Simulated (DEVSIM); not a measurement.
System: abrupt Si p-n junction, at 400 K.

```tsv
layer (left to right)	material	thickness (μm)	Nd (cm⁻³)	Na (cm⁻³)	τn (s)	τp (s)
1	Si	1.80	-	4.2e18	3.2e-5	3.2e-6
2	Si	37.0	6.2e14	-	3.2e-6	3.2e-6
```

Left contact: ohmic. Right contact: ohmic. Voltage is applied to the left contact. Recombination: SRH at mid-gap, Auger. Mobility is μmin + (μ − μmin)/(1 + (N/Nref)^α).

The device is made up for the run: typed textbook-type constants, with dimensions and the other settings drawn at random. Values at 300 K; Nc and Nv go as T^1.5, mobilities as T to minus their exponent, the gap by Varshni's rule with the affinity fixed.

```csv
parameter,Si
gap (eV),1.124
affinity (eV),4.05
permittivity,11.7
Nc (cm⁻³),2.86e19
Nv (cm⁻³),3.1e19
μn (cm²/Vs),1417
μp (cm²/Vs),470
"μn,min",52
"μp,min",45
"Nref,n",9.7e16
"Nref,p",2.2e17
αn,0.68
αp,0.72
T exponent of μn,2.3
T exponent of μp,2.2
Cn (cm⁶/s),2.8e-31
Cp (cm⁶/s),9.9e-32
Varshni α (eV/K),0.000473
Varshni β (K),636
```

Simulated with DEVSIM: 1D drift-diffusion, Boltzmann statistics, complete ionisation; no tunnelling, impact ionisation, image-force lowering or self-heating.

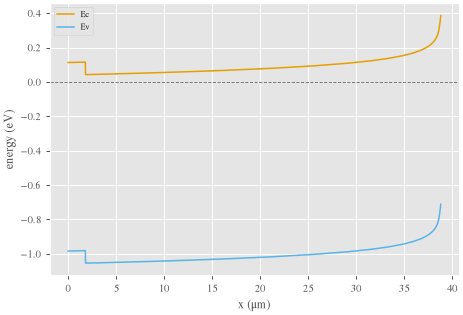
Figure: Band edges at 0.9 V on the left contact

Energies count from the Fermi level of the right contact; mesh points crowd at the junctions.

```json
[
 {"x (μm)": "0.000", "Ec (eV)": "0.113", "Ev (eV)": "-0.984", "n (cm⁻³)": "7700000", "p (cm⁻³)": "4.2e18", "field (V/cm)": "14"},
 {"x (μm)": "0.03445", "Ec (eV)": "0.113", "Ev (eV)": "-0.984", "n (cm⁻³)": "1.2e15", "p (cm⁻³)": "4.2e18", "field (V/cm)": "14"},
 {"x (μm)": "0.1227", "Ec (eV)": "0.113", "Ev (eV)": "-0.984", "n (cm⁻³)": "4.4e15", "p (cm⁻³)": "4.2e18", "field (V/cm)": "14"},
 {"x (μm)": "0.3284", "Ec (eV)": "0.113", "Ev (eV)": "-0.983", "n (cm⁻³)": "1.2e16", "p (cm⁻³)": "4.2e18", "field (V/cm)": "14"},
 {"x (μm)": "1.036", "Ec (eV)": "0.114", "Ev (eV)": "-0.982", "n (cm⁻³)": "3.7e16", "p (cm⁻³)": "4.2e18", "field (V/cm)": "13"},
 {"x (μm)": "1.508", "Ec (eV)": "0.115", "Ev (eV)": "-0.982", "n (cm⁻³)": "5.3e16", "p (cm⁻³)": "4.3e18", "field (V/cm)": "13"},
 {"x (μm)": "1.693", "Ec (eV)": "0.115", "Ev (eV)": "-0.982", "n (cm⁻³)": "5.9e16", "p (cm⁻³)": "4.3e18", "field (V/cm)": "13"},
 {"x (μm)": "1.784", "Ec (eV)": "0.115", "Ev (eV)": "-0.981", "n (cm⁻³)": "6.2e16", "p (cm⁻³)": "4.3e18", "field (V/cm)": "-160"},
 {"x (μm)": "1.811", "Ec (eV)": "0.047", "Ev (eV)": "-1.050", "n (cm⁻³)": "4.6e17", "p (cm⁻³)": "5.9e17", "field (V/cm)": "-9500"},
 {"x (μm)": "1.861", "Ec (eV)": "0.042", "Ev (eV)": "-1.054", "n (cm⁻³)": "5.2e17", "p (cm⁻³)": "5.2e17", "field (V/cm)": "13"},
 {"x (μm)": "1.984", "Ec (eV)": "0.043", "Ev (eV)": "-1.054", "n (cm⁻³)": "5.2e17", "p (cm⁻³)": "5.1e17", "field (V/cm)": "14"},
 {"x (μm)": "2.485", "Ec (eV)": "0.043", "Ev (eV)": "-1.053", "n (cm⁻³)": "5.1e17", "p (cm⁻³)": "5.1e17", "field (V/cm)": "14"},
 {"x (μm)": "3.513", "Ec (eV)": "0.045", "Ev (eV)": "-1.052", "n (cm⁻³)": "4.9e17", "p (cm⁻³)": "4.9e17", "field (V/cm)": "14"},
 {"x (μm)": "6.213", "Ec (eV)": "0.049", "Ev (eV)": "-1.048", "n (cm⁻³)": "4.5e17", "p (cm⁻³)": "4.5e17", "field (V/cm)": "15"},
 {"x (μm)": "16.25", "Ec (eV)": "0.067", "Ev (eV)": "-1.030", "n (cm⁻³)": "3.1e17", "p (cm⁻³)": "3.1e17", "field (V/cm)": "22"},
 {"x (μm)": "29.18", "Ec (eV)": "0.109", "Ev (eV)": "-0.988", "n (cm⁻³)": "1.3e17", "p (cm⁻³)": "1.3e17", "field (V/cm)": "51"},
 {"x (μm)": "34.89", "Ec (eV)": "0.153", "Ev (eV)": "-0.943", "n (cm⁻³)": "5.4e16", "p (cm⁻³)": "5.3e16", "field (V/cm)": "120"},
 {"x (μm)": "37.22", "Ec (eV)": "0.197", "Ev (eV)": "-0.899", "n (cm⁻³)": "2.2e16", "p (cm⁻³)": "2.2e16", "field (V/cm)": "310"},
 {"x (μm)": "38.35", "Ec (eV)": "0.258", "Ev (eV)": "-0.838", "n (cm⁻³)": "6.4e15", "p (cm⁻³)": "5.9e15", "field (V/cm)": "1100"},
 {"x (μm)": "38.63", "Ec (eV)": "0.310", "Ev (eV)": "-0.786", "n (cm⁻³)": "2.2e15", "p (cm⁻³)": "2.5e15", "field (V/cm)": "3100"},
 {"x (μm)": "38.74", "Ec (eV)": "0.356", "Ev (eV)": "-0.740", "n (cm⁻³)": "9.2e14", "p (cm⁻³)": "1.2e15", "field (V/cm)": "5000"},
 {"x (μm)": "38.80", "Ec (eV)": "0.385", "Ev (eV)": "-0.711", "n (cm⁻³)": "6.2e14", "p (cm⁻³)": "5.2e10", "field (V/cm)": "5400"}
]
```
